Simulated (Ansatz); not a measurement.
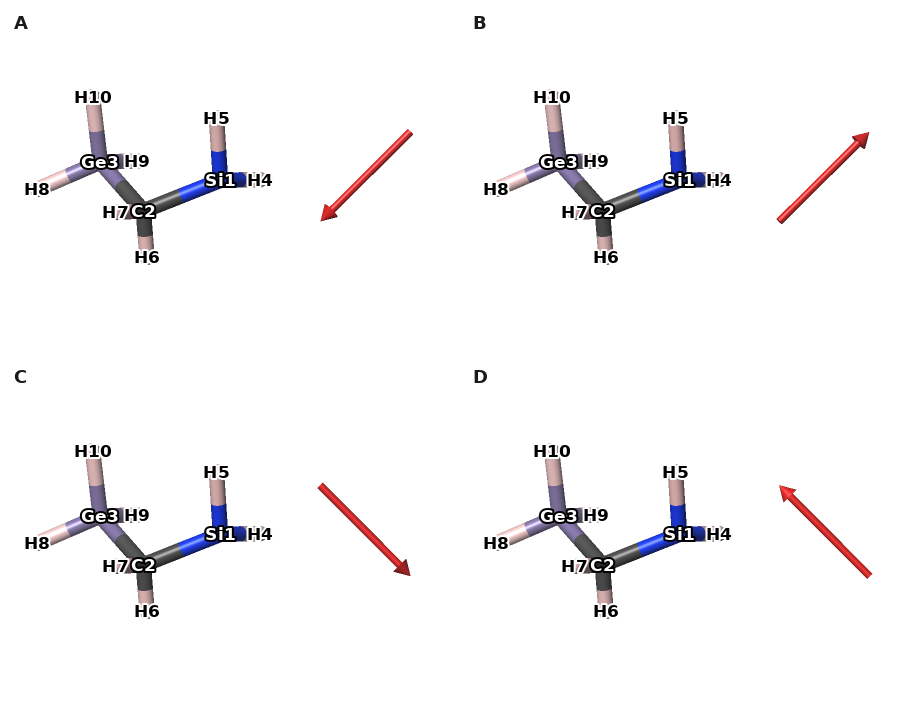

The same molecule four times, each with an arrow. State: neutral, doublet. Computed geometry: PBE0-D4/def2-TZVP optimisation. Properties computed with UKS PBE-D4/def2-TZVPP (Ansatz 0.2.0).

### Which arrow points along the dipole moment, from the negative to the positive end?

A. The dipole moment is 0.93 D; it points from the side of H4, H5 to the side of H8 (the outermost atoms at the two ends).
